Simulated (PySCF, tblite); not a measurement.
# C₅H₉BOS: geometry, infrared bands and NMR shifts

Aim: predict the infrared bands and NMR shifts of C₅H₉BOS (`C=C[C@H]1COBSC1`).

Computed with tblite 0.8.0 and PySCF 2.14.0, with density-fitted response routines of our own, on a single molecule in the gas phase. Atoms count from 0, in the outputs and in this text.

## Step 1: The starting structure

17 atoms, charge 0, multiplicity 1; geometry from: force field or distance geometry start.

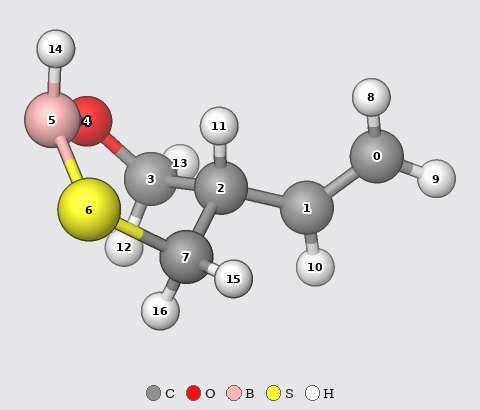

The starting geometry (carbon grey, oxygen red, boron pink, sulfur yellow, hydrogen white), atoms numbered.

## Step 2: Geometry optimisation with GFN2-xTB

What the job is given:

```
{"job": {"kind": "relax", "xc": "GFN2-xTB", "basis": "xTB"}, "charge": 0, "multiplicity": 1}
C      2.573400     0.524100    -0.015200
C      1.565400    -0.381000    -0.015900
C      0.160900     0.011900     0.085400
C     -0.687900    -0.469500    -1.086000
O     -1.710700     0.335400    -1.451900
B     -2.501600     0.932600    -0.379600
S     -2.166600     0.304700     1.366900
C     -0.543000    -0.544500     1.308100
H      2.369600     1.587000     0.044500
H      3.565000     0.106500    -0.078500
H      1.816400    -1.447800    -0.067700
H      0.010600     1.116100     0.132100
H     -1.062000    -1.497600    -0.767400
H     -0.048400    -0.679200    -1.990400
H     -2.561100     2.141100    -0.438000
H      0.020500    -0.419100     2.248000
H     -0.807600    -1.608700     1.095400
```

On the command line:

```sh
$ OMP_NUM_THREADS=1 python probes_run.py task.json out
```

This one command runs all jobs of the session in turn.

The program printed:

```text
step      E/eV     max force
  0    -648.31596    3.656
  1    -648.77961    2.312
  2    -648.97113    1.920
  3    -649.13365    1.366
  4    -649.34028    0.678
  5    -649.37678    0.512
  6    -649.43501    0.735
  7    -649.47707    0.649
  8    -649.52283    0.553
  9    -649.55244    0.413
 10    -649.57881    0.311
 11    -649.60199    0.427
 12    -649.62924    0.414
 13    -649.65739    0.452
 14    -649.67904    0.333
 15    -649.69020    0.247
 16    -649.69760    0.229
 17    -649.70469    0.238
 18    -649.71194    0.263
 19    -649.72046    0.266
 20    -649.73088    0.258
 21    -649.74363    0.292
 22    -649.75799    0.338
 23    -649.77186    0.372
 24    -649.78381    0.400
 25    -649.79560    0.351
 26    -649.80737    0.265
 27    -649.82141    0.304
 28    -649.83153    0.316
 29    -649.84233    0.287
 30    -649.85177    0.216
 31    -649.85991    0.196
 32    -649.86620    0.242
 33    -649.87179    0.275
 34    -649.87586    0.290
 35    -649.87927    0.169
 36    -649.88119    0.080
 37    -649.88239    0.062
 38    -649.88282    0.060
 39    -649.88324    0.049
 40    -649.88344    0.036
 41    -649.88358    0.025
 42    -649.88366    0.020
 43    -649.88372    0.018
 44    -649.88376    0.020
 45    -649.88380    0.017
 46    -649.88383    0.012
 47    -649.88386    0.015
 48    -649.88389    0.016
 49    -649.88392    0.015
 50    -649.88396    0.016
 51    -649.88399    0.014
 52    -649.88403    0.013
 53    -649.88407    0.016
 54    -649.88410    0.011
 55    -649.88413    0.011
 56    -649.88415    0.011
 57    -649.88417    0.012
 58    -649.88419    0.012
 59    -649.88421    0.009
```

Wall time 0.41 s (1 thread of Arm Neoverse V1, shared host).

Relaxation path: (not every step is listed)

```csv
step,energy from step 0 (eV),largest force (eV/Å)
0,0.0000,3.6565
1,-0.4637,2.3118
2,-0.6552,1.9200
3,-0.8177,1.3664
4,-1.0243,0.6777
5,-1.0608,0.5120
6,-1.1191,0.7348
7,-1.1611,0.6488
8,-1.2069,0.5527
12,-1.3133,0.4138
16,-1.3816,0.2288
20,-1.4149,0.2578
24,-1.4678,0.4002
28,-1.5156,0.3161
32,-1.5502,0.2415
36,-1.5652,0.0797
40,-1.5675,0.0364
44,-1.5678,0.0197
48,-1.5679,0.0163
52,-1.5681,0.0135
54,-1.5681,0.0114
55,-1.5682,0.0106
56,-1.5682,0.0107
57,-1.5682,0.0124
58,-1.5682,0.0124
59,-1.5683,0.0095
```

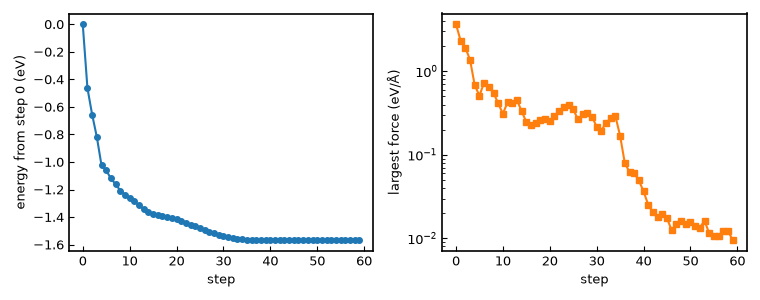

Energy and largest force along the relaxation.

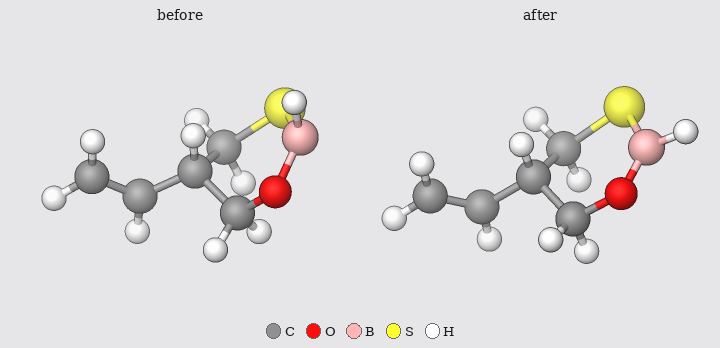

Before and after, at one scale.

Close pairs (by a distance rule), those that changed most:

```csv
bond,before (Å),after (Å),change (Å)
O4–B5,1.460,1.326,-0.134
B5–S6,1.886,1.799,-0.086
C3–O4,1.352,1.410,+0.058
B5–H14,1.211,1.168,-0.043
C3–H12,1.139,1.098,-0.042
C1–C2,1.462,1.499,+0.037
C0–C1,1.355,1.319,-0.035
C3–H13,1.127,1.096,-0.031
```

The end geometry stands in the next job.

## Step 3: Harmonic vibrations with GFN2-xTB

What the job is given:

```
{"job": {"kind": "ir", "xc": "GFN2-xTB", "basis": "xTB"}, "charge": 0, "multiplicity": 1}
C      2.704537     0.177499     0.008883
C      1.570818    -0.497045     0.033943
C      0.212634     0.136952     0.067575
C     -0.573387    -0.251556    -1.191557
O     -1.838884     0.364097    -1.277478
B     -2.596613     0.745746    -0.257998
S     -2.165233     0.532653     1.475938
C     -0.540906    -0.311150     1.316291
H      2.724822     1.254979     0.007959
H      3.660105    -0.317525    -0.012450
H      1.573651    -1.579248     0.035135
H      0.313573     1.227971     0.087508
H     -0.715213    -1.339723    -1.224617
H     -0.017030     0.051944    -2.085559
H     -3.613431     1.261451    -0.511132
H      0.018177    -0.058633     2.216405
H     -0.724618    -1.386383     1.301245
```

The program printed:

```text
mode    cm-1     km/mol
  1      57.7      0.22
  2     110.4      1.58
  3     117.1      1.49
  4     248.7      0.17
  5     307.7      4.94
  6     333.3      8.56
  7     348.5      1.69
  8     390.2      4.91
  9     480.8      1.91
 10     578.7      8.95
 11     640.5      2.21
 12     717.1     54.60
 13     720.4     70.31
 14     756.4      2.93
 15     857.4      6.12
 16     901.7     10.37
 17     906.9      2.69
 18     935.4      6.34
 19     951.8      2.04
 20    1021.5     12.03
 21    1030.3     14.93
 22    1076.1    128.92
 23    1108.6     21.99
 24    1127.4      3.13
 25    1157.7      4.24
 26    1215.0      5.81
 27    1221.2     36.48
 28    1247.5     71.33
 29    1280.6    134.69
 30    1301.2     48.92
 31    1310.7      2.10
 32    1349.3     85.92
 33    1414.7      2.17
 34    1452.3      1.95
 35    1474.4      4.54
 36    1713.9     10.90
 37    2667.2    121.58
 38    2900.2     24.36
 39    2937.9     35.63
 40    2941.6     25.44
 41    2974.0     22.84
 42    3002.9      8.45
 43    3058.2     33.13
 44    3102.4     16.19
 45    3130.9     41.64
```

Run time: 0.58 s. Hardware: 1 thread of Arm Neoverse V1, shared host.

The strongest bands and the atoms that carry them (share of the mass-weighted mode):

```csv
cm⁻¹,km/mol,atoms
717,54.6,"B5 57 %, H14 13 %, S6 11 %"
720,70.3,"H14 73 %, B5 25 %"
1076,128.9,"H14 41 %, B5 13 %, O4 13 %, C3 10 %"
1248,71.3,"H13 33 %, H11 22 %, B5 13 %"
1281,134.7,"H10 21 %, B5 14 %, O4 13 %, H16 10 %"
1301,48.9,"H10 32 %, H11 27 %, C2 12 %"
1349,85.9,"H13 30 %, H12 27 %, O4 16 %, B5 11 %"
2667,121.6,H14 92 %
```

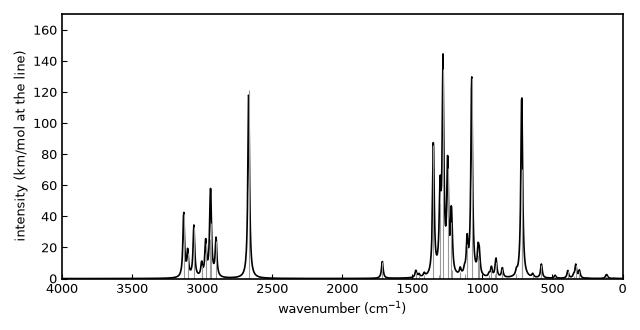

The infrared spectrum from these modes, unscaled. Lines are broadened to a width of 14 cm⁻¹ (Lorentzian).

## Step 4: NMR shieldings: PBE0/pcSseg-1

Same as in step 3 but for these lines:

```diff
@@ -1,2 +1,2 @@
-{"job": {"kind": "ir", "xc": "GFN2-xTB", "basis": "xTB"}, "charge": 0, "multiplicity": 1}
+{"job": {"kind": "nmr", "xc": "PBE0", "basis": "pcSseg-1"}, "charge": 0, "multiplicity": 1}
 C      2.704537     0.177499     0.008883
```

Method: GIAO PBE0/pcSseg-1 NMR shielding, non-relativistic, gas phase.

The program printed:

```text
coarse grid: 14808 points
cycle   1  E = -693.5839805860  dE =  1.117e+00  |g| = 5.867e-01  |ddm| = 3.719e+00
cycle   2  E = -693.5148044048  dE =  6.918e-02  |g| = 8.647e-01  |ddm| = 1.106e+00
cycle   3  E = -693.6507272557  dE = -1.359e-01  |g| = 1.183e-01  |ddm| = 7.153e-01
cycle   4  E = -693.6536600769  dE = -2.933e-03  |g| = 3.024e-02  |ddm| = 1.315e-01
cycle   5  E = -693.6538694357  dE = -2.094e-04  |g| = 7.631e-03  |ddm| = 3.376e-02
cycle   6  E = -693.6538836048  dE = -1.417e-05  |g| = 2.403e-03  |ddm| = 1.006e-02
cycle   7  E = -693.6538848074  dE = -1.203e-06  |g| = 7.599e-04  |ddm| = 2.525e-03
final grid: 138552 points
cycle   8  E = -693.7148281503  dE = -4.822e-05  |g| = 1.132e-02  |ddm| = 3.622e-02
cycle   9  E = -693.7148075296  dE =  2.062e-05  |g| = 1.543e-02  |ddm| = 2.044e-02
cycle  10  E = -693.7148555734  dE = -4.804e-05  |g| = 1.691e-03  |ddm| = 1.227e-02
cycle  11  E = -693.7148561797  dE = -6.063e-07  |g| = 3.198e-04  |ddm| = 1.645e-03
cycle  12  E = -693.7148562030  dE = -2.333e-08  |g| = 9.788e-05  |ddm| = 4.145e-04
cycle  13  E = -693.7148562051  dE = -2.061e-09  |g| = 3.681e-05  |ddm| = 1.048e-04
cycle  14  E = -693.7148562054  dE = -3.204e-10  |g| = 1.141e-05  |ddm| = 4.578e-05
converged SCF energy = -693.7148562054

GIAO shielding tensors (ppm)
atom      isotropic    diamagn.    paramagn.     s11        s22        s33       span
  0 C       61.609     253.465    -191.855    -50.866     76.612    159.082    209.948
  1 C       40.736     256.271    -215.536    -82.264     51.879    152.591    234.855
  2 C      138.118     250.194    -112.076    118.908    133.516    161.931     43.023
  3 C      115.274     246.768    -131.494     96.107    103.473    146.243     50.136
  4 O      159.797     390.606    -230.809    -25.623    141.733    363.281    388.904
  5 B       62.013     194.208    -132.195     18.322     61.164    106.554     88.232
  6 S      514.765    1057.438    -542.672    311.482    607.385    625.429    313.947
  7 C      153.222     250.661     -97.439    143.957    151.048    164.661     20.704
  8 H       26.046      31.758      -5.712     22.267     25.266     30.604      8.338
  9 H       26.243      28.588      -2.345     23.273     25.174     30.284      7.011
 10 H       25.962      32.097      -6.136     23.579     24.890     29.416      5.838
 11 H       29.325      34.791      -5.466     26.327     28.507     33.141      6.814
 12 H       27.804      31.104      -3.300     23.862     27.552     31.997      8.134
 13 H       27.405      30.354      -2.949     22.796     28.211     31.208      8.412
 14 H       26.391      28.065      -1.674     24.143     24.813     30.217      6.074
 15 H       29.270      31.475      -2.205     23.569     28.854     35.387     11.819
 16 H       29.045      32.049      -3.004     23.963     28.347     34.825     10.862
```

Wall time 40 s (1 thread of Arm Neoverse V1, shared host); peak memory 0.84 GiB.

The references, computed at this level on geometries of the same kind, shield at (ppm): ¹H TMS 31.72, ¹³C TMS 186.9, ¹⁷O H2O 336.1, ¹¹B BF3·OEt2 100.1, ³³S CS2 504. Their shielding less the atom's gives the shift. The references are single molecules in the gas phase, so shifts against H2O, NH3, PH3, H3PO4 or CFCl3 are not on the usual liquid scales and can be off by tens of ppm.

```csv
atoms,environment,σ (ppm),δ (ppm),δ scaled to CDCl3
C1,alkene CH,40.7,146.2,140.8
C0,terminal =CH2 carbon,61.6,125.3,120.4
C3,sp3 CH2 bonded to O,115.3,71.7,68.0
C2,allylic sp3 CH,138.1,48.8,45.7
C7,sp3 CH2 bonded to S,153.2,33.7,26.6
H10,hydrogen on an alkene CH,25.96,5.76,5.53
H8,hydrogen on a terminal =CH2 carbon,26.05,5.67,5.45
H9,hydrogen on a terminal =CH2 carbon,26.24,5.47,5.27
H14,"hydrogen on a boron bonded to O, S, in a 6-membered ring",26.39,5.33,–
H13,hydrogen on an sp3 CH2 bonded to O,27.40,4.31,4.17
H12,hydrogen on an sp3 CH2 bonded to O,27.80,3.91,3.79
H16,hydrogen on an sp3 CH2 bonded to S,29.04,2.67,2.62
H15,hydrogen on an sp3 CH2 bonded to S,29.27,2.45,2.41
H11,hydrogen on an allylic sp3 CH,29.33,2.39,2.36
O4,"oxygen bonded to C, B, in a 6-membered ring",159.8,176.3,–
B5,"boron bonded to O, S, H, in a 6-membered ring",62.0,38.1,–
S6,"sulfur bonded to C, B, in a 6-membered ring",515,-11,–
```

The scaled column applies a straight-line fit of computed shieldings to shifts measured in CDCl3, with any fitted terms for Cl, Br or S neighbours (root-mean-square error 0.16 ppm for H, 1.9 ppm for C).

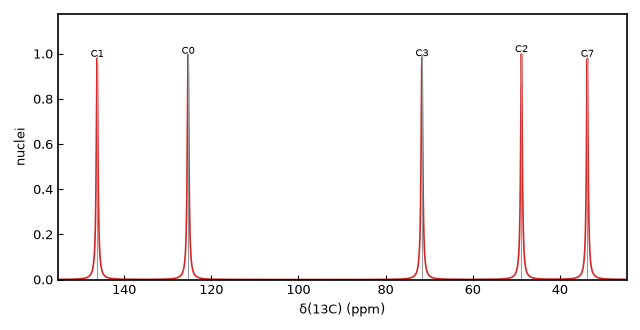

¹³C lines at the computed shifts, without couplings. Lines are broadened to a width of 0.45 ppm (Lorentzian).

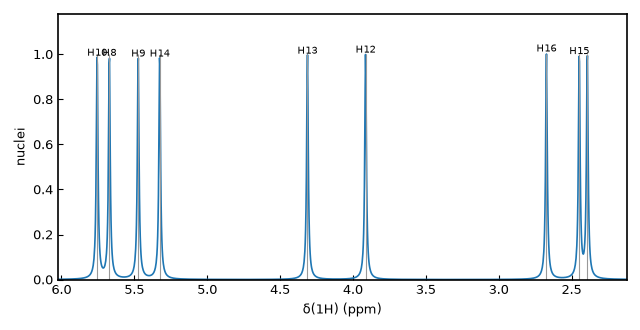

¹H lines at the computed shifts, without couplings. Lines are broadened to a width of 0.01 ppm (Lorentzian).

The run also stored atomic charges by several schemes (e):

```csv
atoms,Mulliken,IAO,Hirshfeld,ESP fit
C0,-0.12,-0.31,-0.09,-0.31
C1,-0.17,-0.14,-0.03,-0.38
C2,-0.39,-0.13,-0.03,0.13
C3,0.19,-0.05,0.02,0.23
O4,-0.47,-0.36,-0.16,-0.45
B5,0.31,0.07,0.12,0.37
S6,-0.16,0.04,-0.05,-0.31
C7,-0.25,-0.34,-0.07,-0.14
```

ESP fit charges:

C0 -0.31; C1 -0.38; C2 0.13; C3 0.23; O4 -0.45; B5 0.37; S6 -0.31; C7 -0.14; H8 0.16; H9 0.17; H10 0.18; H11 0.08; H12 0.04; H13 0.04; H14 -0.07; H15 0.15; H16 0.11

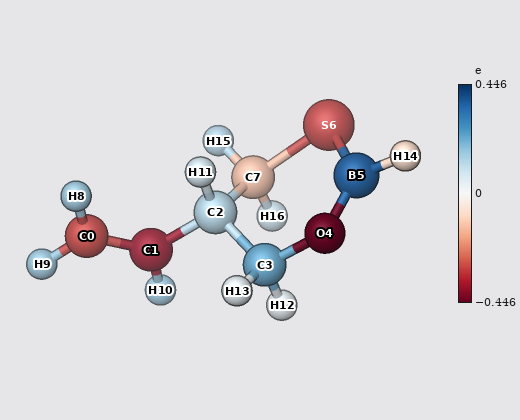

ESP fit charges, as colours on the atoms.

Mayer bond orders: C0–C1 1.99, C1–C2 0.99, C2–C3 0.99, C3–O4 0.86, O4–B5 1.23, B5–S6 1.13, S6–C7 0.99, C7–C2 0.98.

Ring of atoms C2, C3, O4, B5, S6, C7: NICS(0) -2.0, NICS(1) -1.8, NICS(1)zz 2.5 ppm (means of both faces).

## Step 5: What came out

| quantity | value |
| --- | --- |
| strongest single infrared mode (GFN2-xTB) | 1281 cm⁻¹, 135 km/mol |
| zero-point energy (GFN2-xTB) | 83.7 kcal/mol |
| ¹³C shifts against TMS (PBE0/pcSseg-1) | 146.2, 125.3, 71.7, 48.8, 33.7 ppm |
| ¹H shifts against TMS (PBE0/pcSseg-1) | 5.76, 5.67, 5.47, 5.33, 4.31, 3.91, 2.67, 2.45, 2.39 ppm |
| ¹⁷O shifts against H2O (PBE0/pcSseg-1) | 176.3 ppm |
| ¹¹B shifts against BF3·OEt2 (PBE0/pcSseg-1) | 38.1 ppm |
| ³³S shifts against CS2 (PBE0/pcSseg-1) | -11 ppm |

In words: The optimisation took 59 steps and gained 1.568 eV; among the close pairs (by a distance rule), O4–B5 changed most, from 1.460 to 1.326 Å. No mode is imaginary among the 45: a minimum at this level. The strongest single mode, at 1281 cm⁻¹, is spread over several atoms, H10, B5, O4, H16 among them. GFN2-xTB is a fitted tight-binding method: band positions and strengths are rough. Its intensities can rank the bands wrongly. C1 (alkene CH) lies farthest downfield among carbon, at 146.2 ppm; as expected for a trigonal carbon in a double bond. H10 (hydrogen on an alkene CH) lies farthest downfield among hydrogen, at 5.76 ppm; olefinic region. At PBE0/pcSseg-1: Shielding is most anisotropic at O4 (span 389 ppm, paramagnetic term -231 ppm).
